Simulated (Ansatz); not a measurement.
**Ligand exchange: C4H9Br + Ge(CH3)4 → C5H12 + Ge(CH3)3Br**

Gas-phase species: C4H9Br (1-bromobutane) `CCCCBr`, singlet; Ge(CH3)4 (tetramethylgermane), singlet; C5H12 `CCCCC`, singlet; Ge(CH3)3Br (bromotrimethylgermane), singlet. The partners trade Br for CH3: C–Br and Ge–CH3 bonds give way to C–CH3 and Ge–Br.

Shapes, held fixed at every level: PBE0-D4/def2-TZVP. Flexible molecules stand in one conformer, not always the lowest. Programs: Ansatz 0.2.0. Electronic energies: no zero-point or thermal term.

```json
{"level": "B3LYP-D4/def2-TZVPP", "kind": "global hybrid", "ΔE (kJ/mol)": "-120.4", "less CCSD(T)/def2-TZVPP": "-5.9"}
{"level": "PBE0-D4/def2-TZVPP", "kind": "global hybrid", "ΔE (kJ/mol)": "-121.9", "less CCSD(T)/def2-TZVPP": "-7.4"}
{"level": "wB97M-V/def2-TZVPP", "kind": "range-separated hybrid", "ΔE (kJ/mol)": "-120.8", "less CCSD(T)/def2-TZVPP": "-6.3"}
{"level": "wB97X-V/def2-TZVPP", "kind": "range-separated hybrid", "ΔE (kJ/mol)": "-121.3", "less CCSD(T)/def2-TZVPP": "-6.8"}
{"level": "CCSD(T)/def2-SVP", "kind": "coupled cluster or CI", "ΔE (kJ/mol)": "-131.7", "less CCSD(T)/def2-TZVPP": "-17.2"}
{"level": "CCSD/def2-TZVPP", "kind": "coupled cluster or CI", "ΔE (kJ/mol)": "-117.2", "less CCSD(T)/def2-TZVPP": "-2.7"}
{"level": "CCSD(T)/def2-TZVPP", "kind": "coupled cluster or CI", "ΔE (kJ/mol)": "-114.5", "less CCSD(T)/def2-TZVPP": "0.0"}
```

The highest level, CCSD(T)/def2-TZVPP, gives ΔE = -114.5 kJ/mol; the levels span -131.7 to -114.5. The column of differences is taken from that level and isn't an error. No measured value is set beside it here. Relativity is left out for Br, Ge. Outer-core shells of Br, Ge are correlated, in sets that cover them unevenly.

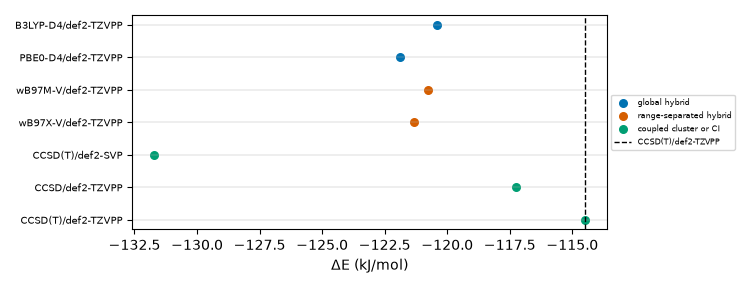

The values of the table, level by level.
